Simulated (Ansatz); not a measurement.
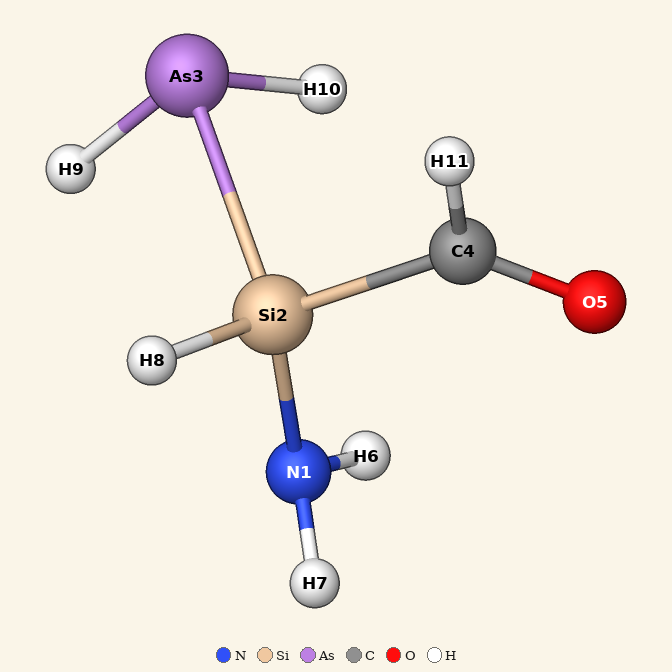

Harmonic vibrations computed with RKS PBE0-D4/def2-TZVP (Ansatz 0.2.0) at a stationary point of the same level.

Question: How many imaginary frequencies does it have?

Answer: A minimum: no imaginary frequency, and the lowest mode lies at 53 cm⁻¹.

Question: How many vibrational modes are there, and where do they lie?

Answer: 27 modes: 53, 108, 116, 134, 167, 209, 334, 403, 462, 533, 553, 610, 733, 765, 884, 909, 915, 985, 1381, 1580, 1772, 2203, 2211, 2224, 2793, 3591, 3685 cm⁻¹.
